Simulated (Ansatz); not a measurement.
# Fields on a plane of Cd (hcp, Mg type)

```xyz
2
Lattice="2.9458 0.0000 0.0000 -1.4729 2.5511 0.0000 0.0000 0.0000 5.6030" Properties=species:S:1:pos:R:3 pbc="T T T"
Cd     0.0000     1.7008     4.2023
Cd     1.4729     0.8504     1.4008
```

The slice is a (1 -1 0 0) plane (indices of the conventional cell) through the point (0.333, 0.667, 0.750) (fractional), spanned by u = [110] and v = [001] in vectors of this cell: u (2.95 Å) and v (5.60 Å, at 90° to u). It covers one period; positions are fractions (u, v).

Atoms on it: Cd at (0.00, 0.00). Other atoms lie within 1 Å of the plane.

Level of theory: PBEsol (plane waves to 420 eV, PAW, scalar-relativistic; Ansatz, an electronic-structure program). k mesh 18×18×9. Inside the PAW spheres the values are not all-electron values, and peaks at nuclei hang on which shells count as valence. Cd was relaxed with its symmetry unable to fall.

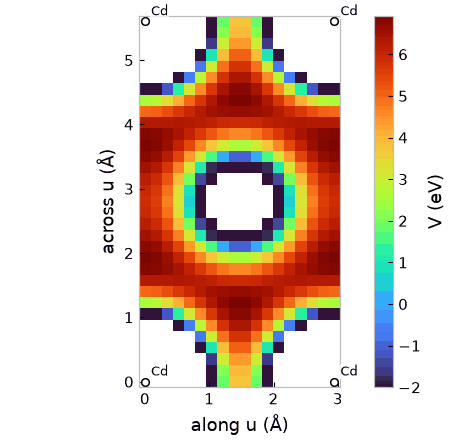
Electrostatic potential energy of an electron, from the cell's mean, in eV, one period of the plane, atoms marked. Points within 1 Å of a nucleus are left white, as the pseudised field means little there. Values under -2 eV are set to -2. The zero, the cell's mean, hangs on the PAW cores.

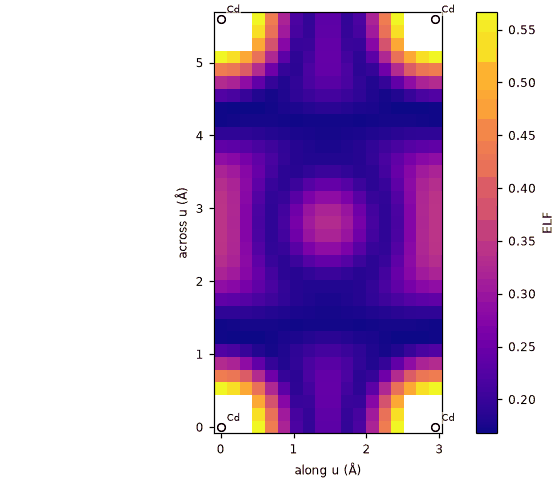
Fig. 1. Electron localisation function (ELF), one period of the plane, atoms marked. Points within 0.5 Å of a nucleus are left white, as the pseudised field means little there.

- Density on the Cd–Cd line (2.95 Å) at its midpoint = 0.21 e/Å³
- ELF at that point = 0.2
